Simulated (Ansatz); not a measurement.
**AlFH$_{6}$OSi$_{2}$ (SMILES [F][AlH][O][SiH2][SiH3]): density, localisation and related maps**

```xyz
11

Al    2.0255    0.2560   -1.5927
F     1.2573    1.7240   -1.7297
O     2.4676   -0.2427   -0.0405
Si    2.5470   -0.0081    1.6029
Si    1.5726    2.0530    2.1736
H     2.3113   -0.6018   -2.8683
H     3.9779   -0.0362    2.0389
H     1.8313   -1.1229    2.2979
H     0.1370    2.0791    1.7554
H     2.2945    3.1714    1.4920
H     1.6466    2.2640    3.6539
```

Geometry: PBE0-D3(BJ)/def2-SVP.

Theory: isolated molecule in a Gaussian basis; Kohn-Sham density functional theory, functional PBE0 (Ansatz 0.2.0).

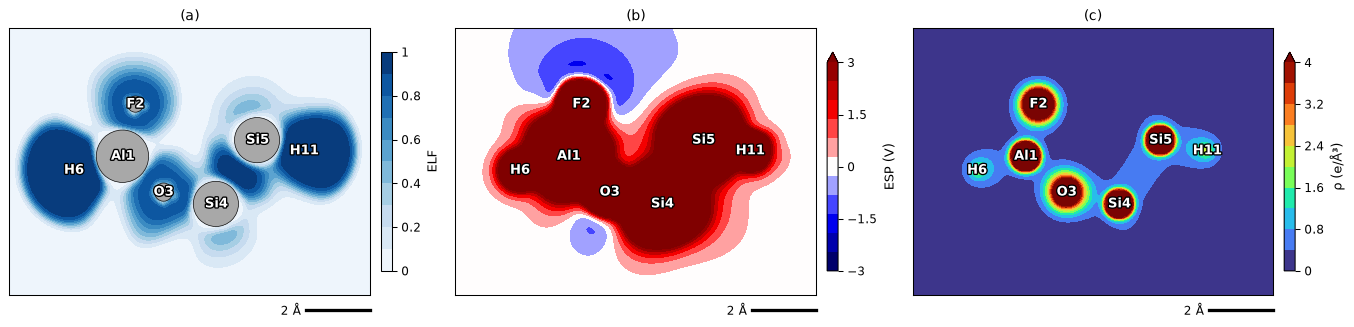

Figure 1. (a) ELF; (b) molecular electrostatic potential; (c) total electron density on the plane of atoms Si4, Si5 and H11. Grey discs cover the atomic cores in the ELF map.

What do the fields say about this system?

Answer. The section cuts through Al, F, O, Si and H sites.
Si–O (1.66 Å): ρ is about 1 e/Å³ halfway; the ELF peaks at about 0.85 between the atoms (a shared but strongly polarised pair).
Al–F (1.66 Å): ρ is about 0.81 e/Å³ halfway; the ELF peaks at about 0.85 in the valence shell of F, 0.6 Å from its nucleus, and is about 0.30 at the midpoint.
Al–O (1.69 Å): ρ is about 0.83 e/Å³ halfway; the ELF peaks at about 0.85 in the valence shell of O, 0.7 Å from its nucleus, and is about 0.35 at the midpoint.
Si–Si (2.35 Å): ρ is about 0.65 e/Å³ halfway; the ELF peaks at about 1 between the atoms, as expected for a covalent bond.
Si–H (1.50 Å): ρ at the midpoint is about 0.74 e/Å³; the ELF climbs to about 1 towards the hydrogen, as it does in any bond to H.
The ELF also peaks beside O3 and F2, away from the bonds: lone-pair regions.
Outside the dense part of the molecule the potential is most negative (−1.4 V) near F2.

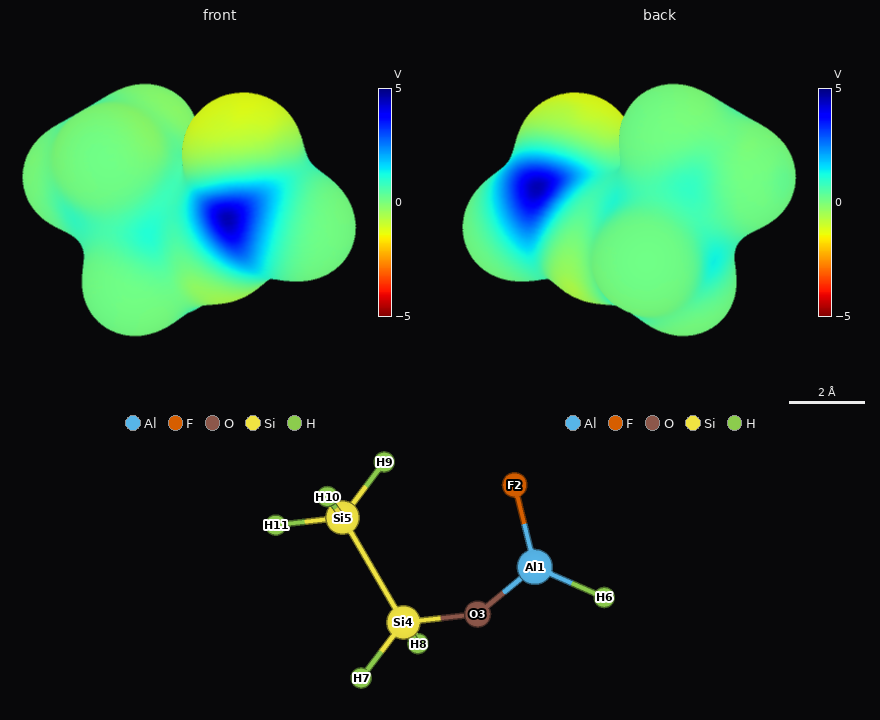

Figure 2. The electrostatic potential painted on the density surface at 0.002 e/bohr³, seen from the front and from behind; the colour scale runs from red (negative) to blue (positive). The bare structure is drawn below in the same view.

Where is the surface potential most negative and most positive?

Answer. The most negative region (about −1.2 V) lies over F2, the most positive (about +4.3 V) over Al1.

What dipole moment does the calculation give?

Answer. Its dipole moment is 1.20 D.

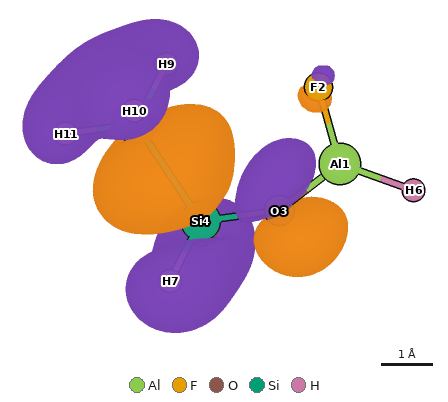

Figure 3. The HOMO at ±0.06 Å⁻³ᐟ² (orange and purple are the two phases), seen at a tilt.

What is the character of this orbital?

Answer. Its weight (Hirshfeld) is mainly on Si5 (about 35 %), Si4 (about 30 %) and O3 (about 15 %). Its energy is −7.90 eV.
